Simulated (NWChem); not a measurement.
**C4H4F2 (SMILES C=CC=C(F)F) at 3 levels**

We compute a comparison of 3 runs (HF/STO-3G, HF/3-21G, B3LYP/6-31G*) of C4H4F2. 

The results are computed with NWChem 7.3.0.

## (1) Starting point

C4H4F2 has 10 atoms, charge 0, and is taken as a singlet. As SMILES, `C=CC=C(F)F`. Geometry: relaxed at PBE0-D4/def2-TZVP. This is one conformer, not always the lowest.

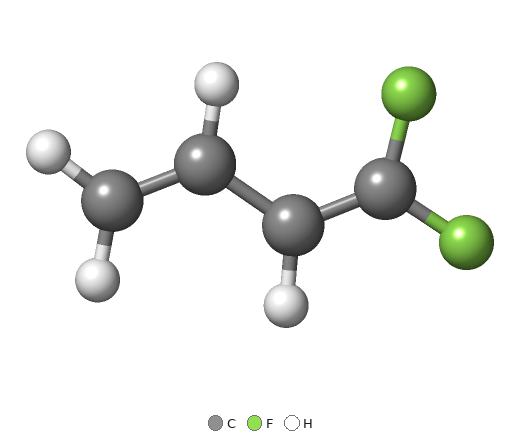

The structure, seen from a chosen angle (carbon grey, fluorine green, hydrogen white).

## (2) Energy and gradient at HF/STO-3G (run 1)

Input file c4h4f2.xyz:

```xyz
10
C4H4F2 hf
C      0.298500    -1.765300     0.576200
C      0.012400    -0.464300     0.588700
C      0.021500     0.373700    -0.588300
C     -0.263700     1.667600    -0.569000
F     -0.261900     2.448400    -1.623700
F     -0.588500     2.357300     0.500300
H      0.560800    -2.281000    -0.341500
H      0.278400    -2.352800     1.485100
H     -0.245900     0.016200     1.527700
H      0.271400    -0.050900    -1.552600
```

Input file run.py:

```python
from ase.io import read
from ase.calculators.nwchem import NWChem

system = read('c4h4f2.xyz')

calc = NWChem(
    label='c4h4f2',
    theory='scf',
    memory='2200 mb',
    basis='STO-3G',
    basispar='spherical bse',
    scf={'nopen': '0', 'rhf': None, 'thresh': '1e-08', 'maxiter': '80'},
)
system.calc = calc

forces = system.get_forces()
e = system.get_potential_energy()
print(f"E = {e:.6f} eV")
print("forces (eV/A):")
for s, f in zip(system.symbols, forces):
    print(f"{s:2s} {f[0]:10.5f} {f[1]:10.5f} {f[2]:10.5f}")
print("dipole (e A):", system.get_dipole_moment().round(4))
```

On the command line:

```
export ASE_NWCHEM_COMMAND="nwchem PREFIX.nwi > PREFIX.nwo"
python run.py
```

The log of the run:

```text
E = -9467.991700 eV
forces (eV/A):
C    -0.27716    1.25840    0.01208
C     0.30653   -2.25249    1.12779
C     0.07914    0.67533   -1.38320
C     0.42500   -2.02706    0.10099
F     0.06119    1.30514   -2.12013
F    -0.57670    1.08516    2.08599
H    -0.03713    0.02972    0.19021
H     0.02412   -0.02170   -0.11853
H     0.01219    0.01574   -0.09133
H    -0.01717   -0.06819    0.19612
dipole (e A): [ 0.0201 -0.0821 -0.0136]
```

The calculator wrote c4h4f2.nwi:

```
title "c4h4f2"

permanent_dir c4h4f2

scratch_dir c4h4f2

start c4h4f2

geometry units angstrom nocenter noautosym noautoz
  C  2.9849999999999999e-01 -1.7653000000000001e+00 5.7620000000000005e-01
  C  1.2400000000000000e-02 -4.6429999999999999e-01 5.8870000000000000e-01
  C  2.1499999999999998e-02 3.7369999999999998e-01 -5.8830000000000005e-01
  C  -2.6369999999999999e-01 1.6676000000000000e+00 -5.6899999999999995e-01
  F  -2.6190000000000002e-01 2.4483999999999999e+00 -1.6236999999999999e+00
  F  -5.8850000000000002e-01 2.3573000000000000e+00 5.0029999999999997e-01
  H  5.6079999999999997e-01 -2.2810000000000001e+00 -3.4150000000000003e-01
  H  2.7839999999999998e-01 -2.3527999999999998e+00 1.4851000000000001e+00
  H  -2.4590000000000001e-01 1.6199999999999999e-02 1.5277000000000001e+00
  H  2.7139999999999997e-01 -5.0900000000000001e-02 -1.5526000000000000e+00
end

memory 2200 mb

basis spherical bse noprint
   * library STO-3G
end

scf
  nopen 0
  rhf
  thresh 1e-08
  maxiter 80
end

task scf gradient
```

c4h4f2.nwo:

```text
Northwest Computational Chemistry Package (NWChem) 7.3.0
             --------------------------------------------------------

           Job information
           ---------------

    nwchem branch   = 7.3.0
    use scalapack   = T
    input           = c4h4f2.nwi
    prefix          = c4h4f2.
    data base       = c4h4f2/c4h4f2.db
    status          = startup
    nproc           =        1

           Memory information
           ------------------

[... 5 lines left out ...]
    hardfail = no
[... 133 lines left out ...]
         Quadratically convergent ROHF
[... 15 lines left out ...]
       Final RHF  results
[... 4 lines left out ...]
      Two-electron energy =    349.773138619887
[... 42 lines left out ...]
                       ROHF Final Molecular Orbital Analysis
[... 247 lines left out ...]
                 ----------------------------------------
                 |  Time  |  1-e(secs)   |  2-e(secs)   |
                 ----------------------------------------
                 |  CPU   |       0.00   |       0.21   |
                 ----------------------------------------
                 |  WALL  |       0.00   |       0.21   |
                 ----------------------------------------

 Task  times  cpu:        2.5s     wall:        2.5s
 Total times  cpu:        2.5s     wall:        2.5s
```

Wall time 3.6 s (1 thread of Intel Xeon Platinum 8375C at 2.90GHz (Ice Lake), shared host); peak memory 0.099 GiB.

## (3) Energy and gradient at HF/3-21G (run 2)

Input file nw.xyz:

```xyz
10

C      0.298500    -1.765300     0.576200
C      0.012400    -0.464300     0.588700
C      0.021500     0.373700    -0.588300
C     -0.263700     1.667600    -0.569000
F     -0.261900     2.448400    -1.623700
F     -0.588500     2.357300     0.500300
H      0.560800    -2.281000    -0.341500
H      0.278400    -2.352800     1.485100
H     -0.245900     0.016200     1.527700
H      0.271400    -0.050900    -1.552600
```

Input file run.py:

```python
from ase.io import read
from ase.calculators.nwchem import NWChem

atoms = read('nw.xyz')

calc = NWChem(
    label='nw',
    theory='scf',
    memory='2200 mb',
    basis='3-21G',
    basispar='spherical bse',
    scf={'nopen': '0', 'rhf': None, 'thresh': '1e-08', 'maxiter': '80'},
)
atoms.calc = calc

forces = atoms.get_forces()
print(f"energy = {atoms.get_potential_energy():.6f} eV")
print("forces (eV/A):")
for s, f in zip(atoms.symbols, forces):
    print(f"{s:2s} {f[0]:10.5f} {f[1]:10.5f} {f[2]:10.5f}")
print("dipole (e A):", atoms.get_dipole_moment().round(4))
```

On the command line:

```
export ASE_NWCHEM_COMMAND="nwchem PREFIX.nwi > PREFIX.nwo"
python run.py
```

The log of the run:

```text
energy = -9543.140386 eV
forces (eV/A):
C    -0.09436    0.44069   -0.01419
C     0.04494   -0.77272    0.75158
C    -0.14712    1.31584   -0.85006
C     0.55767   -2.55419   -0.00854
F     0.01733    0.67085   -1.00345
F    -0.28920    0.52754    1.06876
H    -0.09544    0.15617    0.37816
H     0.01584    0.20394   -0.36957
H     0.10140   -0.16219   -0.40037
H    -0.11112    0.17406    0.44768
dipole (e A): [ 0.0708 -0.3306  0.0076]
```

The calculator wrote nw.nwi:

```
title "nw"

permanent_dir nw

scratch_dir nw

start nw

geometry units angstrom nocenter noautosym noautoz
  C  2.9849999999999999e-01 -1.7653000000000001e+00 5.7620000000000005e-01
  C  1.2400000000000000e-02 -4.6429999999999999e-01 5.8870000000000000e-01
  C  2.1499999999999998e-02 3.7369999999999998e-01 -5.8830000000000005e-01
  C  -2.6369999999999999e-01 1.6676000000000000e+00 -5.6899999999999995e-01
  F  -2.6190000000000002e-01 2.4483999999999999e+00 -1.6236999999999999e+00
  F  -5.8850000000000002e-01 2.3573000000000000e+00 5.0029999999999997e-01
  H  5.6079999999999997e-01 -2.2810000000000001e+00 -3.4150000000000003e-01
  H  2.7839999999999998e-01 -2.3527999999999998e+00 1.4851000000000001e+00
  H  -2.4590000000000001e-01 1.6199999999999999e-02 1.5277000000000001e+00
  H  2.7139999999999997e-01 -5.0900000000000001e-02 -1.5526000000000000e+00
end

memory 2200 mb

basis spherical bse noprint
   * library 3-21G
end

scf
  nopen 0
  rhf
  thresh 1e-08
  maxiter 80
end

task scf gradient
```

nw.nwo:

```text
Northwest Computational Chemistry Package (NWChem) 7.3.0
             --------------------------------------------------------

           Job information
           ---------------

    nwchem branch   = 7.3.0
    use scalapack   = T
    input           = nw.nwi
    prefix          = nw.
    data base       = nw/nw.db
    status          = startup
    nproc           =        1

           Memory information
           ------------------

[... 5 lines left out ...]
    hardfail = no
[... 133 lines left out ...]
         Quadratically convergent ROHF
[... 15 lines left out ...]
       Final RHF  results
[... 4 lines left out ...]
      Two-electron energy =    346.892980244910
[... 42 lines left out ...]
                       ROHF Final Molecular Orbital Analysis
[... 248 lines left out ...]
                 ----------------------------------------
                 |  Time  |  1-e(secs)   |  2-e(secs)   |
                 ----------------------------------------
                 |  CPU   |       0.00   |       0.31   |
                 ----------------------------------------
                 |  WALL  |       0.00   |       0.31   |
                 ----------------------------------------

 Task  times  cpu:        2.9s     wall:        2.9s
 Total times  cpu:        2.9s     wall:        2.9s
```

Run time: 4.2 s. Hardware: 1 thread of Intel Xeon Platinum 8375C at 2.90GHz (Ice Lake), shared host; peak memory 0.098 GiB.

## (4) Energy and forces at B3LYP/6-31G(d) (Cartesian functions) (run 3)

Input file mymol.nw:

```
start mymol
memory total 2200 mb
geometry units bohr noautosym nocenter noautoz
 C    0.56408325  -3.33593353   1.08886019
 C    0.02343260  -0.87739984   1.11248177
 C    0.04062911   0.70619065  -1.11172588
 C   -0.49832078   3.15130729  -1.07525416
 F   -0.49491927   4.62680544  -3.06834831
 F   -1.11210382   4.45465139   0.94542998
 H    1.05975841  -4.31046529  -0.64534147
 H    0.52609975  -4.44614763   2.80643227
 H   -0.46468365   0.03061356   2.88693460
 H    0.51287167  -0.09618706  -2.93398878
end
basis cartesian
 * library 6-31G*
end
dft
 xc b3lyp
 mult 1
 grid fine
 convergence energy 1e-08
 maxiter 100
 mulliken
end
task dft gradient
```

On the command line:

```
nwchem mymol.nw > mymol.out
```

The log of the run:

```text
[...]
          Wavefunction type:  closed shell.
          No. of atoms     :    10
          No. of electrons :    46
[...]
          Charge           :     0
          Spin multiplicity:     1
[...]
          AO basis - number of functions:    98
[...]
              XC Information
              --------------
                         B3LYP Method XC Potential
                     Hartree-Fock (Exact) Exchange  0.200
                        Slater Exchange Functional  0.800 local
                    Becke 1988 Exchange Functional  0.720 non-local
              Lee-Yang-Parr Correlation Functional  0.810
                  VWN I RPA Correlation Functional  0.190 local
[...]
 d= 0,ls=0.0,diis     1   -354.3176920910 -5.73D+02  1.63D-02  1.32D+00     2.2
[...]
 d= 0,ls=0.0,diis    10   -354.4608472069 -7.99D-09  9.34D-07  7.79D-09    17.7
         Total DFT energy =     -354.460847206874
      One electron energy =     -920.167263812487
           Coulomb energy =      390.935928219263
    Exchange-Corr. energy =      -44.119086514266
 Nuclear repulsion energy =      218.889574900616
[...]
  wavefunction    = closed shell
[...]
```

Wall time 22 s (1 thread of Intel Xeon Platinum 8375C at 2.90GHz (Ice Lake), shared host); peak memory 0.13 GiB.

## (5) The series

| run | level | Cartesian functions | iteration cap | energy (Eh) | dipole moment (D) | HOMO energy (eV) | LUMO energy (eV) | wall time |
| --- | --- | --- | --- | --- | --- | --- | --- | --- |
| 1 | HF/STO-3G | no | 80 | -347.942280 | 0.41 | -6.74 | 6.64 | 3.6 s |
| 2 | HF/3-21G | no | 80 | -350.703943 | 1.62 | -8.98 | 3.38 | 4.2 s |
| 3 | B3LYP/6-31G* (Cartesian functions) | yes | 100 | -354.460847 | 0.73 | -6.13 | -0.43 | 22 s |

## (6) What came out

| quantity | value |
| --- | --- |
| run 3: total energy | -354.46085 Eh |
| run 3: dipole moment | 0.73 D |
| run 3: HOMO energy | -6.13 eV |
| run 3: LUMO energy | -0.43 eV |
| run 3: HOMO–LUMO gap | 5.69 eV |
| run 3: largest force on an atom | 0.739 eV/Å |

In words: The dipole moment (its size) runs from 0.41 D (HF/STO-3G) to 1.62 D (HF/3-21G). The HOMO–LUMO gap runs from 5.69 eV (B3LYP/6-31G*) to 13.37 eV (HF/STO-3G). The two ends differ in method and basis. In run 1 the basis is minimal, so the values are rough. All runs together took 30 s, the longest 22 s.
